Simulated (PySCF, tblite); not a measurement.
# C5H12Si2: dynamics, then NMR shifts on frames, part 1 of 2

How do NMR shifts of C5H12Si2 (`C#C[Si@H]([SiH3])C(C)C`) change as the atoms move?

Computed with tblite 0.8.0 and PySCF 2.14.0, with density-fitted response routines of our own, on a single molecule in the gas phase. Atoms count from 0, in the outputs and in this text.

## (1) Starting geometry

19 atoms, charge 0, multiplicity 1; geometry from: GFN2-xTB.

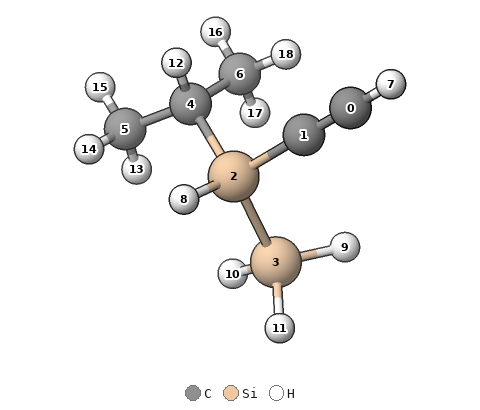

The starting geometry (carbon grey, silicon light orange, hydrogen white), atoms numbered.

## (2) A short Langevin run with GFN2-xTB

The job: settings as JSON, then the geometry in Å.

```
{"job": {"kind": "md", "xc": "GFN2-xTB", "basis": "xTB", "temperature": 200, "steps": 2000, "every": 50, "frames": 5}, "charge": 0, "multiplicity": 1}
C      0.118900     3.257445     1.252165
C      0.359018     2.089130     1.096281
Si     0.730884     0.293585     0.804487
Si     2.264091     0.032325    -0.914393
C     -0.961185    -0.520872     0.396168
C     -0.838851    -2.039611     0.327886
C     -1.529859     0.022552    -0.911064
H     -0.094967     4.278179     1.396705
H      1.162824    -0.226885     2.119058
H      2.138397     1.067456    -1.944012
H      2.122706    -1.255241    -1.607112
H      3.641014     0.086521    -0.417192
H     -1.671047    -0.276802     1.194311
H     -0.159703    -2.335814    -0.470442
H     -0.461787    -2.442354     1.266122
H     -1.808337    -2.496103     0.129115
H     -2.502815    -0.421034    -1.122831
H     -0.866957    -0.205823    -1.745252
H     -1.652130     1.102598    -0.857461
```

Method: GFN2-xTB Langevin dynamics, gas phase.

On the command line:

```bash
$ OMP_NUM_THREADS=1 python probes_run.py task.json out
```

This one command runs all jobs of the session in turn.

The program printed:

```text
t/fs     T/K      E/eV
    0.0   162.5   -549.33681
   25.0   134.7   -549.05434
   50.0   194.2   -549.04012
   75.0   175.5   -548.98162
  100.0   154.3   -548.91577
  125.0   227.8   -548.91404
  150.0   197.2   -548.92455
  175.0   221.9   -548.99365
  200.0   203.4   -548.89105
  225.0   212.5   -548.90402
  250.0   167.8   -548.88873
  275.0   152.6   -548.86810
  300.0   220.8   -549.03403
  325.0   165.8   -548.96374
  350.0   213.3   -548.99749
  375.0   183.9   -548.99692
  400.0   223.7   -548.94673
  425.0   169.4   -548.98189
  450.0   188.3   -549.03057
  475.0   186.6   -549.05467
  500.0   188.6   -549.06620
  525.0   142.4   -549.00520
  550.0   176.2   -549.07414
  575.0   161.2   -549.00758
  600.0   173.0   -549.00711
  625.0   187.6   -548.83477
  650.0   252.4   -548.96354
  675.0   269.2   -548.87890
  700.0   261.6   -549.00668
  725.0   212.1   -548.85310
  750.0   234.4   -548.98030
  775.0   207.9   -548.93666
  800.0   232.5   -549.00257
  825.0   177.4   -548.93887
  850.0   205.0   -548.94621
  875.0   195.4   -548.86982
  900.0   253.2   -549.09147
  925.0   135.7   -548.88839
  950.0   175.0   -548.89903
  975.0   233.3   -548.94551
 1000.0   206.1   -548.97927
```

Run time: 16 s. Hardware: 1 thread of Arm Neoverse V1, shared host; peak memory 0.18 GiB.

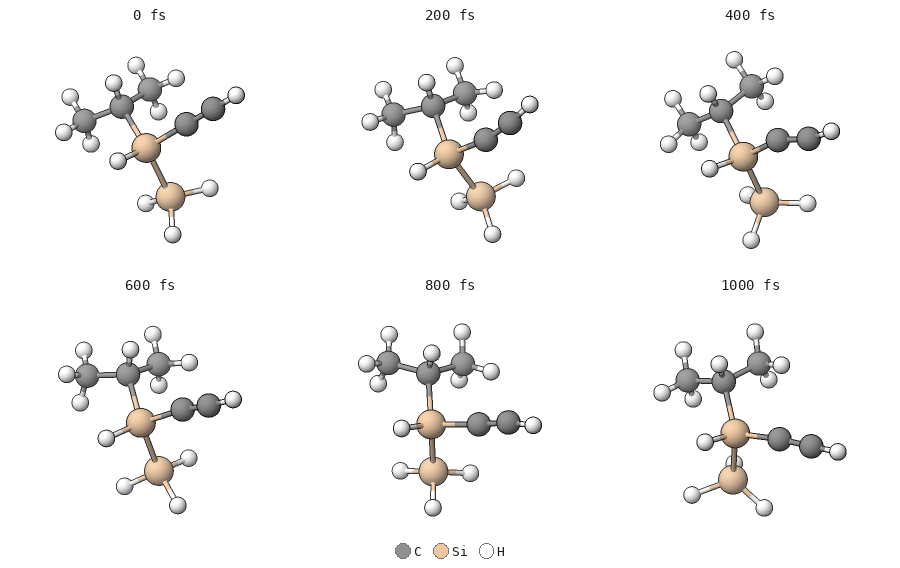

Frames of the run.

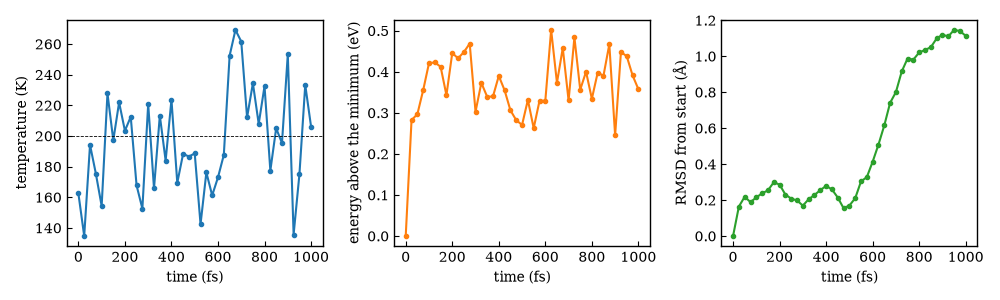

Temperature, potential energy and distance from the start.

Positions (Å) and forces (eV/Å) at 1000 fs:

```xyz
19

C     2.109    3.394    0.892    0.005    0.116    0.155
C     1.595    2.307    0.984   -0.131    0.029   -0.457
Si    0.943    0.577    0.716    0.769   -0.052   -0.505
Si    2.158   -0.608   -0.920   -0.479   -0.212    0.929
C    -0.940    0.413    0.504   -0.551   -0.264    0.283
C    -1.370   -1.044    0.234   -0.234    0.826    0.730
C    -1.436    1.330   -0.592   -0.568    0.472   -0.119
H     2.548    4.360    0.927   -0.138   -0.289   -0.003
H     1.210    0.014    2.018    0.116   -0.359    0.671
H     2.419   -1.929   -0.274    0.258    0.420   -0.206
H     3.283    0.085   -1.496    0.469    0.100    0.076
H     1.405   -0.995   -2.079   -0.491   -0.111   -0.571
H    -1.384    0.811    1.442   -0.051   -0.531   -0.291
H    -0.862   -1.383   -0.634    0.297   -0.291   -1.016
H    -1.033   -1.707    1.032   -0.489    0.104    0.136
H    -2.460   -1.079    0.049    0.585   -0.213    0.358
H    -2.549    1.351   -0.709    0.864   -0.172    0.165
H    -0.992    1.121   -1.565   -0.052   -0.084    0.087
H    -1.109    2.308   -0.259   -0.177    0.513   -0.420
```

## (3) NMR shieldings: 250 fs, PBE0/pcSseg-1

The job: settings as JSON, then the geometry in Å.

```
{"job": {"kind": "nmr", "xc": "PBE0", "basis": "pcSseg-1", "pop": false}, "charge": 0, "multiplicity": 1}
C      0.511200     2.631400     1.606300
C      0.524200     1.457300     1.396100
Si     0.742800    -0.284200     0.775400
Si     1.949400    -0.284000    -1.206100
C     -1.083900    -0.758100     0.427900
C     -1.237700    -2.225500     0.290300
C     -1.588200    -0.045300    -0.828400
H      0.260700     3.633500     1.865800
H      1.579400    -1.098000     1.719400
H      1.841000     0.947300    -2.106100
H      1.690400    -1.472700    -2.067900
H      3.361000    -0.315100    -0.934400
H     -1.688700    -0.497700     1.321500
H     -0.718300    -2.646300    -0.554100
H     -0.890400    -2.796800     1.126800
H     -2.272400    -2.605800     0.105700
H     -2.638100    -0.235900    -1.050000
H     -0.971600    -0.386500    -1.761300
H     -1.480400     1.032500    -0.742300
```

Level: GIAO PBE0/pcSseg-1 NMR shielding, non-relativistic, gas phase.

The program printed:

```text
coarse grid: 16120 points
cycle   1  E = -776.0166790580  dE =  3.863e-01  |g| = 4.871e-01  |ddm| = 3.807e+00
cycle   2  E = -775.9989365920  dE =  1.774e-02  |g| = 5.487e-01  |ddm| = 1.080e+00
cycle   3  E = -776.0781370514  dE = -7.920e-02  |g| = 9.592e-02  |ddm| = 6.261e-01
cycle   4  E = -776.0797759164  dE = -1.639e-03  |g| = 5.325e-02  |ddm| = 1.161e-01
cycle   5  E = -776.0804622191  dE = -6.863e-04  |g| = 1.396e-02  |ddm| = 4.510e-02
cycle   6  E = -776.0805113829  dE = -4.916e-05  |g| = 3.043e-03  |ddm| = 1.485e-02
cycle   7  E = -776.0805137803  dE = -2.397e-06  |g| = 4.005e-04  |ddm| = 3.377e-03
final grid: 144360 points
cycle   8  E = -776.1226675675  dE = -3.196e-05  |g| = 7.026e-03  |ddm| = 2.711e-02
cycle   9  E = -776.1226605016  dE =  7.066e-06  |g| = 8.704e-03  |ddm| = 1.453e-02
cycle  10  E = -776.1226805008  dE = -2.000e-05  |g| = 8.747e-04  |ddm| = 8.452e-03
cycle  11  E = -776.1226806433  dE = -1.425e-07  |g| = 4.389e-04  |ddm| = 1.047e-03
cycle  12  E = -776.1226806863  dE = -4.303e-08  |g| = 1.570e-04  |ddm| = 3.997e-04
cycle  13  E = -776.1226806926  dE = -6.319e-09  |g| = 2.259e-05  |ddm| = 1.367e-04
cycle  14  E = -776.1226806928  dE = -1.080e-10  |g| = 5.112e-06  |ddm| = 2.683e-05
converged SCF energy = -776.1226806928

GIAO shielding tensors (ppm)
atom      isotropic    diamagn.    paramagn.     s11        s22        s33       span
  0 C       81.298     263.928    -182.630     -6.289      3.616    246.568    252.857
  1 C       97.688     263.895    -166.207     -4.671      8.478    289.257    293.928
  2 Si     401.676     881.125    -479.450    341.803    403.562    459.662    117.859
  3 Si     466.350     880.313    -413.963    443.143    470.732    485.175     42.032
  4 C      168.449     248.578     -80.129    165.075    169.131    171.140      6.065
  5 C      170.049     244.346     -74.297    153.273    162.719    194.155     40.882
  6 C      159.359     249.382     -90.023    144.570    154.673    178.834     34.264
  7 H       29.274      32.636      -3.362     24.091     24.312     39.420     15.329
  8 H       26.684      28.601      -1.917     23.795     24.215     32.041      8.246
  9 H       27.386      28.501      -1.115     24.255     25.539     32.363      8.108
 10 H       27.918      28.964      -1.046     24.069     26.662     33.023      8.954
 11 H       28.736      29.137      -0.401     25.315     25.965     34.928      9.614
 12 H       29.676      31.184      -1.508     25.066     28.412     35.551     10.485
 13 H       31.344      30.624       0.720     26.754     30.367     36.910     10.156
 14 H       31.135      29.300       1.834     25.833     28.754     38.816     12.983
 15 H       30.061      27.599       2.462     25.629     26.748     37.805     12.177
 16 H       30.131      30.336      -0.206     25.896     27.204     37.292     11.397
 17 H       29.291      30.326      -1.035     24.860     29.220     33.795      8.935
 18 H       29.832      32.420      -2.588     25.120     29.030     35.346     10.226
```

Wall time 29 s (1 thread of Arm Neoverse V1, shared host); peak memory 0.86 GiB.

Shifts follow as δ = σ(reference) − σ, with reference shieldings (ppm) from runs at the same level and on the same kind of geometry: 1H TMS 31.72, 13C TMS 186.9, 29Si TMS 349.2. The references are single molecules in the gas phase. Each atom is listed at this fixed geometry, with no averaging over motion; a spectrum would average atoms that exchange fast.

| atoms | environment | σ (ppm) | δ (ppm) |
| --- | --- | --- | --- |
| C0 | terminal alkyne carbon | 81.3 | 105.6 |
| C1 | alkyne carbon | 97.7 | 89.2 |
| C6 | methyl carbon | 159.4 | 27.6 |
| C4 | sp3 CH bonded to Si | 168.4 | 18.5 |
| C5 | methyl carbon | 170.0 | 16.9 |
| H8 | hydrogen on a silicon bonded to 2 C, Si | 26.68 | 5.03 |
| H9 | hydrogen on a silicon bonded to Si | 27.39 | 4.33 |
| H10 | hydrogen on a silicon bonded to Si | 27.92 | 3.80 |
| H11 | hydrogen on a silicon bonded to Si | 28.74 | 2.98 |
| H7 | hydrogen on a terminal alkyne carbon | 29.27 | 2.44 |
| H17 | hydrogen on a methyl carbon | 29.29 | 2.43 |
| H12 | hydrogen on an sp3 CH bonded to Si | 29.68 | 2.04 |
| H18 | hydrogen on a methyl carbon | 29.83 | 1.88 |
| H15 | hydrogen on a methyl carbon | 30.06 | 1.66 |
| H16 | hydrogen on a methyl carbon | 30.13 | 1.59 |
| H14 | hydrogen on a methyl carbon | 31.13 | 0.58 |
| H13 | hydrogen on a methyl carbon | 31.34 | 0.37 |
| Si2 | silicon bonded to 2 C, Si, H | 401.7 | -52.5 |
| Si3 | silicon bonded to Si, 3 H | 466.3 | -117.2 |

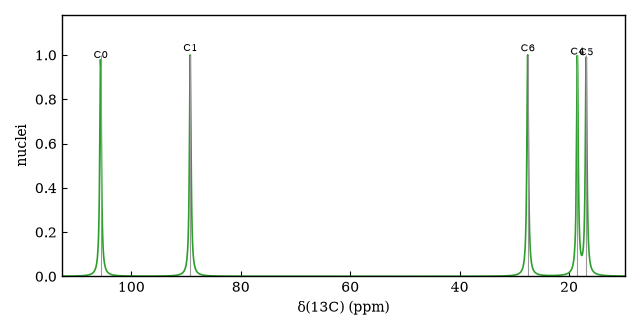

13C lines at the computed shifts, without couplings. Lines are broadened to a width of 0.36 ppm (Lorentzian).

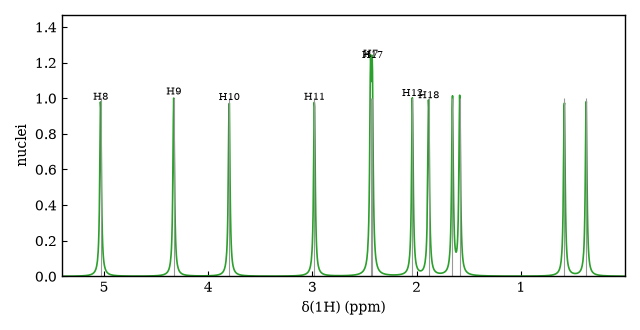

1H lines at the computed shifts, without couplings. Lines are broadened to a width of 0.02 ppm (Lorentzian).

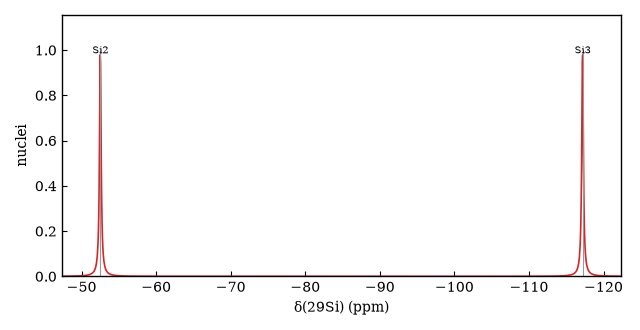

29Si lines at the computed shifts, without couplings. Lines are broadened to a width of 0.26 ppm (Lorentzian).

## (4) Shielding tensors: 425 fs, PBE0/pcSseg-1

The job: settings as JSON, then the geometry in Å.

```
{"job": {"kind": "nmr", "xc": "PBE0", "basis": "pcSseg-1", "pop": false}, "charge": 0, "multiplicity": 1}
C      0.834500     2.679100     1.721400
C      0.814500     1.469200     1.497300
Si     0.781900    -0.306600     0.889000
Si     2.217000    -0.745000    -0.943500
C     -1.079400    -0.882700     0.538100
C     -1.115700    -2.338100     0.155900
C     -1.878100    -0.095500    -0.528600
H      0.935900     3.726900     1.857900
H      1.209000    -1.174200     2.024000
H      2.471500     0.387200    -1.827800
H      1.620700    -1.778200    -1.851900
H      3.535600    -1.356500    -0.684200
H     -1.513900    -0.715100     1.532000
H     -0.466000    -2.550000    -0.704900
H     -0.695700    -2.975900     0.944600
H     -2.139100    -2.621400    -0.091400
H     -2.901100    -0.391800    -0.396400
H     -1.540900    -0.322200    -1.521300
H     -1.724800     0.973300    -0.365900
```

Method: GIAO PBE0/pcSseg-1 NMR shielding, non-relativistic, gas phase.

The program printed:

```text
coarse grid: 16120 points
cycle   1  E = -776.0263075671  dE =  2.511e-01  |g| = 4.636e-01  |ddm| = 3.788e+00
cycle   2  E = -776.0119249244  dE =  1.438e-02  |g| = 5.189e-01  |ddm| = 9.631e-01
cycle   3  E = -776.0825988697  dE = -7.067e-02  |g| = 8.537e-02  |ddm| = 5.229e-01
cycle   4  E = -776.0837021076  dE = -1.103e-03  |g| = 5.428e-02  |ddm| = 9.637e-02
cycle   5  E = -776.0844127477  dE = -7.106e-04  |g| = 1.602e-02  |ddm| = 4.731e-02
cycle   6  E = -776.0844772975  dE = -6.455e-05  |g| = 3.395e-03  |ddm| = 1.543e-02
cycle   7  E = -776.0844803374  dE = -3.040e-06  |g| = 4.728e-04  |ddm| = 3.840e-03
final grid: 144360 points
cycle   8  E = -776.1269766476  dE = -3.450e-05  |g| = 7.279e-03  |ddm| = 2.765e-02
cycle   9  E = -776.1269711068  dE =  5.541e-06  |g| = 8.542e-03  |ddm| = 1.396e-02
cycle  10  E = -776.1269902514  dE = -1.914e-05  |g| = 8.439e-04  |ddm| = 7.992e-03
cycle  11  E = -776.1269904163  dE = -1.649e-07  |g| = 2.636e-04  |ddm| = 9.935e-04
cycle  12  E = -776.1269904283  dE = -1.205e-08  |g| = 1.493e-04  |ddm| = 2.861e-04
cycle  13  E = -776.1269904338  dE = -5.524e-09  |g| = 4.157e-05  |ddm| = 1.322e-04
cycle  14  E = -776.1269904342  dE = -4.168e-10  |g| = 6.240e-06  |ddm| = 3.556e-05
converged SCF energy = -776.1269904342

GIAO shielding tensors (ppm)
atom      isotropic    diamagn.    paramagn.     s11        s22        s33       span
  0 C       75.218     261.124    -185.906    -10.372     -8.128    244.155    254.527
  1 C       96.524     263.605    -167.081     -3.898      3.504    289.967    293.865
  2 Si     403.869     880.998    -477.129    365.655    388.901    457.051     91.395
  3 Si     472.784     879.890    -407.106    448.743    471.058    498.551     49.808
  4 C      161.650     252.173     -90.522    150.542    164.635    169.774     19.232
  5 C      165.926     248.006     -82.079    150.806    159.128    187.845     37.039
  6 C      166.745     249.888     -83.143    154.017    158.879    187.339     33.321
  7 H       29.103      32.469      -3.366     23.805     24.191     39.315     15.510
  8 H       27.034      29.149      -2.115     23.944     25.367     31.792      7.847
  9 H       28.395      29.412      -1.017     24.935     26.145     34.104      9.170
 10 H       27.780      29.196      -1.415     23.648     27.507     32.185      8.537
 11 H       28.132      28.117       0.015     24.764     25.295     34.336      9.572
 12 H       30.055      32.652      -2.597     26.685     28.116     35.363      8.678
 13 H       30.330      31.008      -0.678     25.480     30.337     35.174      9.694
 14 H       30.349      29.224       1.125     25.777     27.816     37.453     11.677
 15 H       30.417      29.144       1.273     25.876     27.938     37.438     11.562
 16 H       30.640      31.238      -0.598     26.021     28.104     37.796     11.775
 17 H       31.277      32.995      -1.718     27.821     29.867     36.145      8.324
 18 H       29.981      32.306      -2.325     24.512     29.350     36.081     11.570
```

Wall time 29 s (1 thread of Arm Neoverse V1, shared host); peak memory 0.88 GiB.

Key values: δ C0 111.7, C1 90.4, C4 25.3, C5 21.0, H8 4.68, H10 3.94 ppm.

## (5) NMR shieldings: 625 fs, PBE0/pcSseg-1

The job: settings as JSON, then the geometry in Å.

```
{"job": {"kind": "nmr", "xc": "PBE0", "basis": "pcSseg-1", "pop": false}, "charge": 0, "multiplicity": 1}
C      1.252200     3.029900     1.691200
C      1.027700     1.877700     1.444200
Si     0.948700     0.120200     1.011200
Si     2.439300    -0.505000    -0.682900
C     -0.871700    -0.273400     0.547800
C     -1.289800    -1.743000     0.607300
C     -1.266300     0.235800    -0.908800
H      1.431900     4.068600     1.940100
H      0.909400    -0.397100     2.382900
H      1.647300    -0.317000    -1.891500
H      2.749200    -1.924900    -0.795300
H      3.736100     0.142900    -0.725200
H     -1.503600     0.358300     1.228400
H     -0.552900    -2.379800     0.128000
H     -1.173800    -2.093100     1.664400
H     -2.261900    -1.958800     0.220200
H     -2.374500     0.151800    -0.987500
H     -0.770700    -0.347900    -1.649100
H     -1.010600     1.290000    -1.109700
```

With the program's defaults for keys left out, this is: GIAO PBE0/pcSseg-1 NMR shielding, non-relativistic, gas phase.

The program printed:

```text
coarse grid: 16120 points
cycle   1  E = -776.0085966666  dE =  3.362e-01  |g| = 4.872e-01  |ddm| = 3.817e+00
cycle   2  E = -775.9872254002  dE =  2.137e-02  |g| = 5.628e-01  |ddm| = 1.082e+00
cycle   3  E = -776.0692356962  dE = -8.201e-02  |g| = 1.309e-01  |ddm| = 6.061e-01
cycle   4  E = -776.0730074506  dE = -3.772e-03  |g| = 4.833e-02  |ddm| = 1.241e-01
cycle   5  E = -776.0735785880  dE = -5.711e-04  |g| = 1.273e-02  |ddm| = 4.487e-02
cycle   6  E = -776.0736185988  dE = -4.001e-05  |g| = 3.213e-03  |ddm| = 1.485e-02
cycle   7  E = -776.0736213748  dE = -2.776e-06  |g| = 5.047e-04  |ddm| = 3.866e-03
final grid: 144360 points
cycle   8  E = -776.1163326752  dE = -3.203e-05  |g| = 7.394e-03  |ddm| = 3.276e-02
cycle   9  E = -776.1163266311  dE =  6.044e-06  |g| = 8.799e-03  |ddm| = 1.486e-02
cycle  10  E = -776.1163469810  dE = -2.035e-05  |g| = 7.096e-04  |ddm| = 8.259e-03
cycle  11  E = -776.1163470914  dE = -1.103e-07  |g| = 2.841e-04  |ddm| = 9.837e-04
cycle  12  E = -776.1163471075  dE = -1.620e-08  |g| = 1.342e-04  |ddm| = 3.094e-04
cycle  13  E = -776.1163471119  dE = -4.314e-09  |g| = 4.116e-05  |ddm| = 1.257e-04
cycle  14  E = -776.1163471123  dE = -4.106e-10  |g| = 6.650e-06  |ddm| = 3.596e-05
converged SCF energy = -776.1163471123

GIAO shielding tensors (ppm)
atom      isotropic    diamagn.    paramagn.     s11        s22        s33       span
  0 C       78.638     263.026    -184.388     -3.438     -1.657    241.009    244.447
  1 C       99.245     257.633    -158.387     -0.491      5.656    292.571    293.062
  2 Si     419.641     881.343    -461.703    382.957    405.573    470.393     87.436
  3 Si     476.978     880.305    -403.327    446.135    474.070    510.730     64.595
  4 C      161.210     251.550     -90.339    153.100    163.486    167.046     13.946
  5 C      167.005     247.311     -80.306    147.720    162.490    190.803     43.083
  6 C      160.556     249.403     -88.847    142.891    157.757    181.019     38.128
  7 H       28.729      32.429      -3.700     23.767     23.895     38.524     14.757
  8 H       27.026      29.033      -2.007     23.255     26.132     31.690      8.435
  9 H       28.129      30.080      -1.951     23.786     28.351     32.249      8.464
 10 H       28.424      28.972      -0.549     24.716     26.351     34.204      9.488
 11 H       28.521      28.434       0.087     24.626     26.105     34.831     10.204
 12 H       29.586      32.192      -2.606     26.379     27.423     34.956      8.577
 13 H       30.973      31.296      -0.323     26.306     30.669     35.944      9.638
 14 H       29.684      28.870       0.814     24.884     27.485     36.682     11.798
 15 H       31.025      30.116       0.910     26.530     28.331     38.215     11.686
 16 H       29.755      30.529      -0.774     25.316     27.422     36.527     11.211
 17 H       31.037      33.141      -2.104     27.173     30.222     35.717      8.544
 18 H       29.907      31.775      -1.868     25.409     28.690     35.622     10.213
```

It took 29 s on 1 thread of Arm Neoverse V1, shared host; peak memory 0.88 GiB.

Key values: δ C0 108.3, C1 87.7, C6 26.4, C4 25.7, H8 4.69, H9 3.59 ppm.

(Continued in part 2 of 2.)
